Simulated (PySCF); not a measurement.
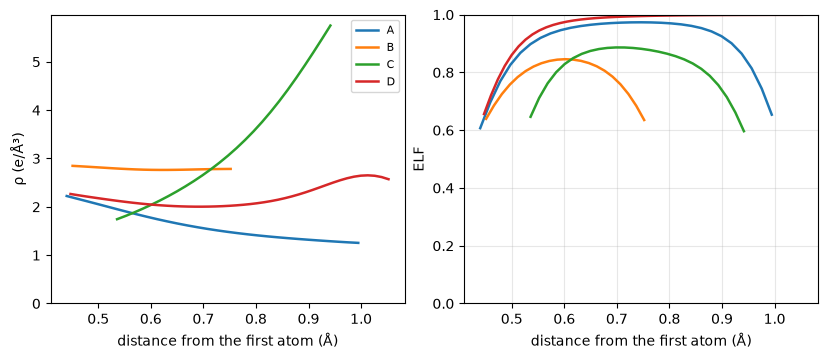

The picture shows: C3H6B2O (SMILES C#CBOBC). Electron density and ELF along straight lines between neighbouring atoms. The curves leave out the atomic cores.

Geometry: GFN2-xTB.

The calculation used PySCF, PBE0/pcSseg-1, SCF density, gas phase, non-relativistic.

```xyz
12

C     3.1831   -0.1230    1.0880
C     2.2879    0.3417    0.4323
B     1.1552    0.9456   -0.4006
O     0.0777    0.2589   -0.6551
B    -1.0038   -0.4303   -0.8604
C    -2.2317   -0.3558    0.1551
H     3.9698   -0.5231    1.6608
H     1.2661    2.0460   -0.8199
H    -1.0675   -1.1135   -1.8242
H    -2.0492    0.3169    0.9895
H    -2.4522   -1.3405    0.5618
H    -3.1343   -0.0236   -0.3531
```

> Which curve belongs to which contact (B–O, C–B, C–C and C–H)? The first atom named is at distance zero.

Curve A: C–B (1.53 Å): ρ at the midpoint is about 1.5 e/Å³; the ELF peaks at about 1 between the atoms: localised, covalent bonding. Curve B: C–C (1.20 Å): ρ at the midpoint is about 2.8 e/Å³; the ELF peaks at about 0.85 between the atoms; a short, multiple covalent bond. Curve C: B–O (1.30 Å): ρ at the midpoint is about 2.3 e/Å³; the ELF peaks at about 0.90 between the atoms; a polar covalent bond. Curve D: C–H (1.05 Å): ρ is about 2.1 e/Å³ halfway; the ELF climbs to about 1 towards the hydrogen, as it does in any bond to H: an ordinary covalent bond to hydrogen.
